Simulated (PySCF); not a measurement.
**C6H9NSi: density, localisation and related maps**

```xyz
17

C     3.3292    0.2216    0.4805
C     2.1476   -0.4071    0.5350
C     0.8438    0.1817    0.2695
C     0.5275    1.5266   -0.1129
C    -0.8323    1.6031   -0.2600
N    -1.3875    0.3650    0.0077
Si   -3.1181    0.0033    0.1110
C    -0.3614   -0.4932    0.3338
H     4.2604   -0.3058    0.6981
H     3.4085    1.2805    0.2186
H     2.1332   -1.4699    0.8037
H     1.2311    2.3412   -0.2724
H    -1.4598    2.4452   -0.5478
H    -3.2746   -1.4531   -0.1534
H    -3.8057    0.8263   -0.9217
H    -3.6634    0.3338    1.4596
H    -0.5556   -1.5359    0.5820
```

Geometry: PBE0-D3(BJ)/def2-SVP.

All numbers below come from PBE0/pcSseg-1, SCF density, gas phase, non-relativistic (PySCF 2.14.0).

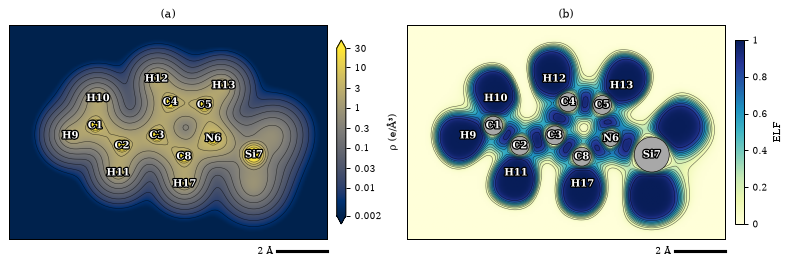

Figure 1. (a) total electron density; (b) electron localisation function on the plane of atoms C4, C5 and N6. Grey discs cover the atomic cores in the ELF map.

What does the map show?

The section cuts through C, N, Si and H sites. C–C (1.34 Å): ρ at the midpoint is about 2.2 e/Å³; the ELF peaks at about 0.95 between the atoms (a short, multiple covalent bond). C–N (1.38 Å): ρ at the midpoint is about 2.2 e/Å³; the ELF peaks at about 0.90 between the atoms: localised, covalent bonding. Si–N (1.77 Å): ρ is about 1 e/Å³ halfway; the ELF peaks at about 0.95 between the atoms; a polar covalent bond. C–H (1.09 Å): ρ at the midpoint is about 2 e/Å³; the ELF climbs to about 1 towards the hydrogen, as it does in any bond to H (an ordinary covalent bond to hydrogen). C–C (1.38 Å): ρ is about 2.1 e/Å³ halfway; the ELF peaks at about 0.95 between the atoms: localised, covalent bonding.

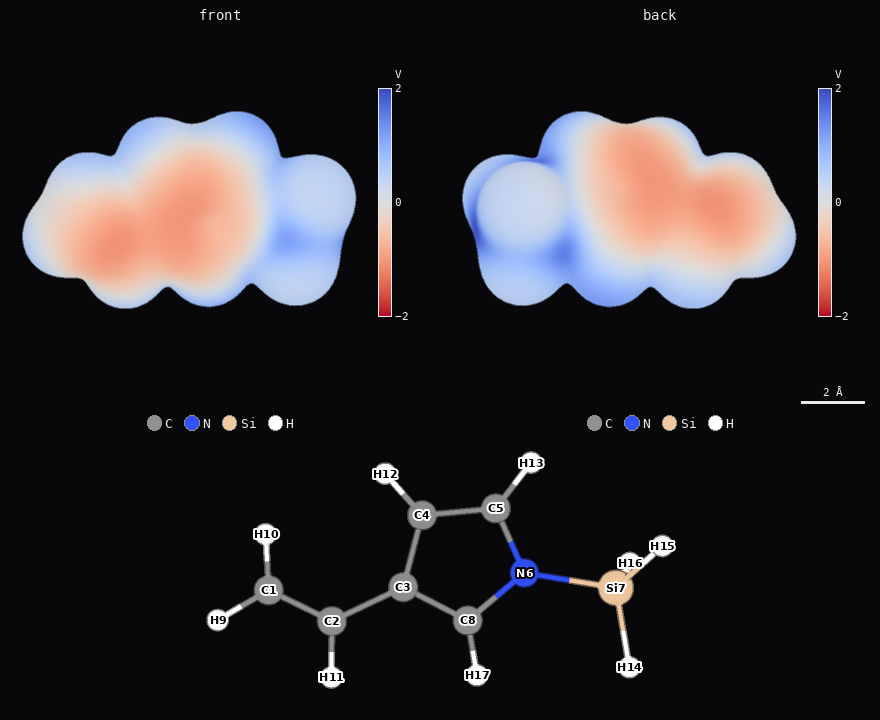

Figure 2. The molecular electrostatic potential painted on the density surface at 0.002 e/bohr³, seen from the front and from behind; the colour scale runs from red (negative) to blue (positive). The bare structure is drawn below in the same view.

Describe the electrostatic potential map.

The most negative region (about −1.0 V) lies over the π face of C1, C2, C3 and C4, the most positive (about +1.8 V) over Si7.

How polar is the molecule by this calculation?

Its dipole moment is 2.09 D.
